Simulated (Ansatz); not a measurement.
A series of calculations on SiH4ClF

### Relaxation

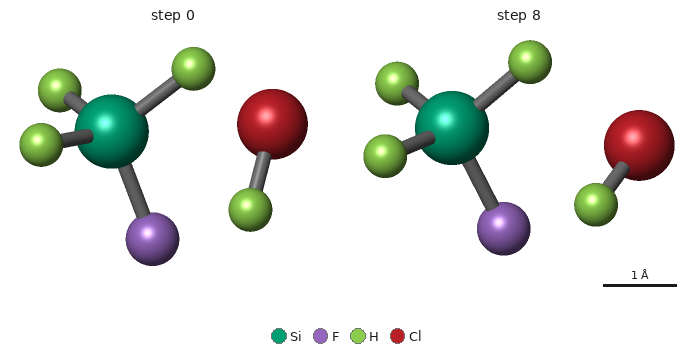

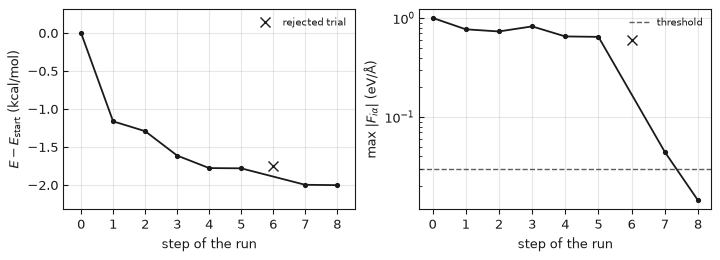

First and last geometry of a relaxation of SiH4ClF, with the history of the run. A ball-and-stick model, seen from a free direction.

The run prepares an end point of a later path (reaction) calculation, from a guessed geometry.

Level of theory: RKS B3LYP/def2-SVP (Ansatz).

Input file:
```yaml
crystal:
  periodic: [false, false, false]
  atoms:
    - { symbol: Si, position_ang: [0.217403, 0.0, -0.070777] }
    - { symbol: F, position_ang: [0.24476, 0.0, 1.547736] }
    - { symbol: H, position_ang: [1.641539, 0.0, -0.513517] }
    - { symbol: H, position_ang: [-0.447737, 1.233994, -0.557271] }
    - { symbol: H, position_ang: [-0.447737, -1.233994, -0.557271] }
    - { symbol: Cl, position_ang: [-2.863913, 0.0, 1.212053] }
    - { symbol: H, position_ang: [-1.815515, 0.0, 2.035648] }
basis:
  gaussian: { orbitals: def2-SVP }
hamiltonian:
  xc: b3lyp
relax:
  f_tol: 0.03
  max_steps: 50
output:
  orbitals: {}
```

Launched with:
```bash
ansatz run input.yaml --threads 1 --pin off --max-ram 2048MiB --backend cpu --events-out ev --progress --plain --runs-dir out
```

What do the curves and the structures tell?

Answer. It converged. Over 7 accepted moves (8 points after the start) the energy falls by 2.00 kcal/mol. The largest force component goes from 1 to 0.014 eV/Å. The line search rejected the trial step at point 6 of the run. The atom that moves furthest after the best rigid fit is Cl6 (0.49 Å). Largest moves by element: Cl 0.49 Å, H 0.20 Å, F 0.19 Å, Si 0.12 Å. Near-neighbour distances that change, for instance: Cl6–H7 1.333 → 1.296 Å, Si1–F2 1.619 → 1.646 Å, Si1–H3 1.491 → 1.486 Å. Cost: 20 s on 1 thread of Arm Neoverse V2, on a shared host, peak memory 0.13 GiB.

```csv
step,"E − E(0), kcal/mol","largest force component, eV/Å",note
0,0.00,1.0062,
1,-1.16,0.7713,
2,-1.29,0.7333,
3,-1.61,0.8254,
4,-1.78,0.6533,
5,-1.78,0.6467,
6,-1.75,0.5989,rejected
7,-2.00,0.0445,
8,-2.00,0.0144,
```

### Relaxation

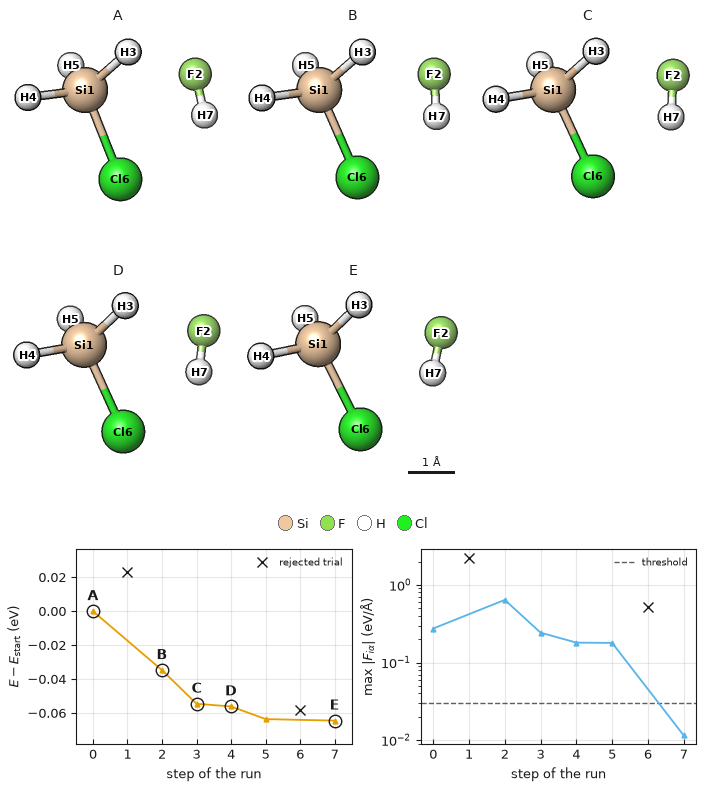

Frames of a relaxation of SiH4ClF, marked on the history of the run. A ball-and-stick model, seen at a tilt.

The run prepares an end point of a later path (reaction) calculation, from a guessed geometry.

Theory: RKS B3LYP/def2-SVP (Ansatz 0.2.0).

The input:
```yaml
crystal:
  periodic: [false, false, false]
  atoms:
    - { symbol: Si, position_ang: [-0.436657, 0.194661, -0.375676] }
    - { symbol: F, position_ang: [0.095215, -0.776987, 2.194315] }
    - { symbol: H, position_ang: [0.727744, 0.867663, 0.240929] }
    - { symbol: H, position_ang: [-0.679762, 0.765462, -1.729466] }
    - { symbol: H, position_ang: [-0.28693, -1.27456, -0.47816] }
    - { symbol: Cl, position_ang: [-2.190885, 0.650231, 0.727703] }
    - { symbol: H, position_ang: [-0.699927, -0.42647, 2.516954] }
basis:
  gaussian: { orbitals: def2-SVP }
hamiltonian:
  xc: b3lyp
relax:
  f_tol: 0.03
  max_steps: 50
```

Launched with:
```bash
ansatz run input.yaml --threads 1 --pin off --max-ram 2048MiB --backend cpu --events-out ev --progress --plain --runs-dir out
```

**What happens along the run?**

The largest move after the best rigid fit is that of F2, 0.28 Å. Largest moves by element: F 0.28 Å, H 0.16 Å, Cl 0.16 Å, Si 0.06 Å. Among the contacts that change: Si1–Cl6 2.122 → 2.109 Å, F2–H7 0.927 → 0.933 Å. After 5 accepted moves (7 points after the start) the energy has fallen by 0.064 eV. Largest force component: 0.27 eV/Å at the start, 0.011 eV/Å at the end. The line search rejected the trial steps at points 1, 6 of the run. Cost: 16 s on 1 thread of Arm Neoverse V2, with other jobs on the host, peak memory 0.13 GiB. From step 0 to 2: F2 moves most (0.10 Å), energy −0.035 eV. From step 2 to 3: F2 moves most (0.10 Å), energy −0.020 eV. From step 3 to 4: H7 moves most (0.05 Å), energy −0.002 eV. From step 4 to 7: F and Cl atoms move most (0.07 Å), energy −0.008 eV.

Limits of the set-up: the start holds two separate molecules, 2.6 Å apart at their closest, whose relative position is a soft coordinate and is computed without a dispersion correction.

### Path

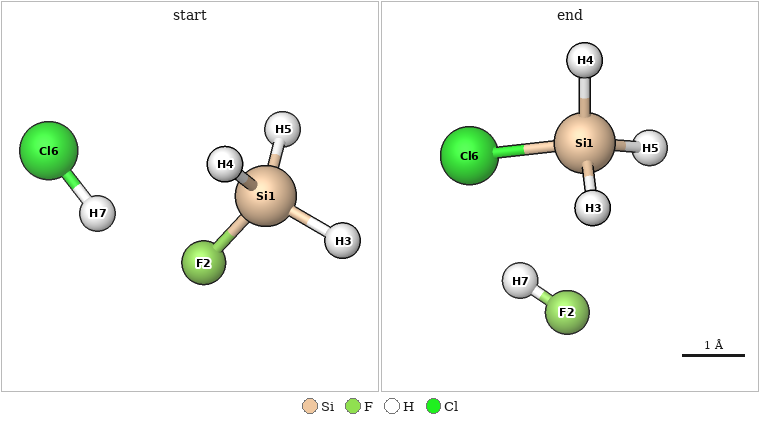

The two relaxed end points of a path for SiH4ClF. The picture is a ball-and-stick view, seen at a tilt.

Method: RKS B3LYP/def2-SVP in Ansatz 0.2.0.

Run with 7 movable images; climbing image; force threshold 0.05 eV/Å; iteration limit 60.

Start:
```xyz
7

Si    0.3153    0.0000   -0.1356
F     0.0371    0.0000    1.4863
H     1.7890    0.0000   -0.3264
H    -0.2919    1.2275   -0.7081
H    -0.2919   -1.2275   -0.7081
Cl   -3.1352    0.0000    1.5581
H    -1.8936    0.0000    1.9304
```

End:
```xyz
7

Si   -0.2950    0.2636   -0.3949
F    -0.3006   -1.0405    2.4313
H     0.9058    0.7327    0.3345
H    -0.4126    0.9560   -1.7041
H    -0.3064   -1.2058   -0.5820
Cl   -2.0046    0.8069    0.7146
H    -1.0580   -0.5129    2.2971
```

Question: Predict the minimum-energy path and its barrier.

Answer: The highest point, image 4, lies 34.8 kcal/mol above the start and 25.8 kcal/mol above the end; the end is at +8.9 kcal/mol relative to the start. Breaking: Cl6–H7 (1.30 → 1.65 at the top → 2.27 Å), Si1–F2 (1.65 → 1.95 at the top → 3.11 Å). Forming: F2–H7 (1.98 → 1.07 at the top → 0.93 Å), Si1–Cl6 (3.84 → 2.48 at the top → 2.11 Å). The band is converged.

Energies of the converged images:

```csv
image,path (Å),E (kcal/mol)
0,0.00,0.0
1,0.48,0.4
2,0.96,5.6
3,1.44,20.9
4,1.93,34.8
5,2.39,27.2
6,2.85,15.9
7,3.30,9.8
8,3.76,8.9
```

The geometry at the top of the path:

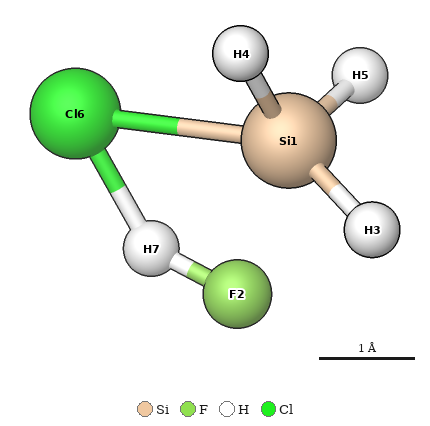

The run took 2.3 min on 1 thread of Arm Neoverse V2, on a shared host, peak memory 0.13 GiB.
